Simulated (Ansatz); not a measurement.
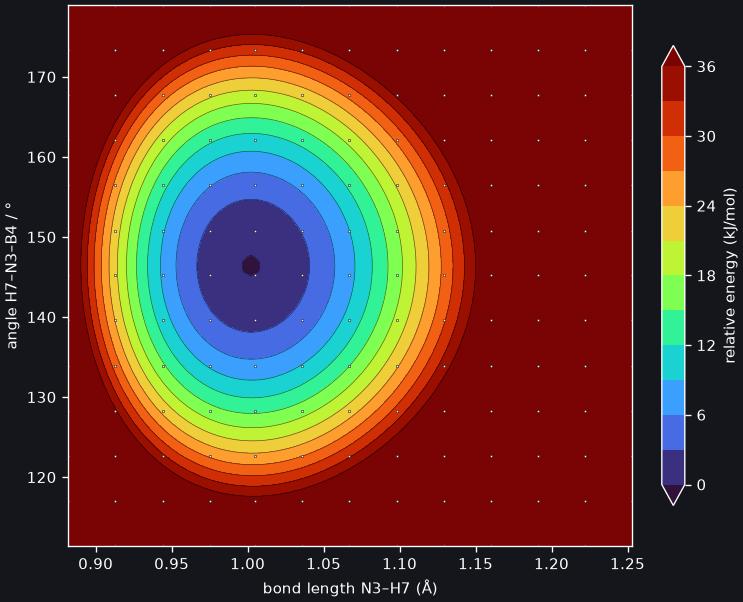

B2FH2NO, SMILES OB1NB1F. The first coordinate is: bond length N3–H7; the second: angle H7–N3–B4. Nothing is relaxed (all other coordinates rigid). The grid has 13 × 13 points. Energies: kJ/mol, counted from the lowest grid point. Computed with Ansatz 0.2.0, RKS BHLYP-D4/def2-TZVP.

In the figure: filled contours, dots at the grid points, one colour for all values above the top of the scale. Between grid points the surface is interpolated.

**Where is the minimum, and how stiff is the well along each coordinate?**

The interpolated minimum is at bond length N3–H7 ≈ 1.002 Å, angle H7–N3–B4 ≈ 146.4°. The curvatures there are about 46 eV/Å² and 3 eV/rad², with a cross term of about 0 eV/(Å·rad). Round the minimum the two coordinates are nearly uncoupled. (1 eV is 96.5 kJ/mol.)
